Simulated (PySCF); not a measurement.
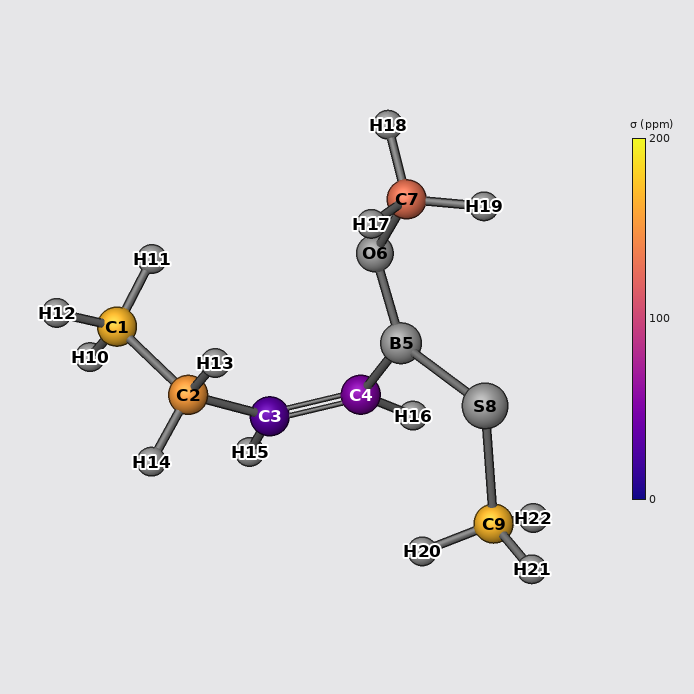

Atoms are coloured by their isotropic NMR shieldings (C only, the others grey). The geometry was computed by an optimisation with GFN2-xTB. No frequency run is at hand to confirm it as a minimum. Properties computed with GIAO PBE0/pcSseg-1 NMR shielding, non-relativistic, gas phase (PySCF 2.14.0).

List the isotropic NMR shieldings of the C atoms.

```tsv
atom	σ (ppm)
C1	170.2
C2	153.9
C3	33.5
C4	52.8
C7	131.2
C9	170.1
```

The geometry is semi-empirical. Around B such bond lengths and angles can be off by a tenth of an ångström or more and by several degrees, and values that hang on the shape move with them.
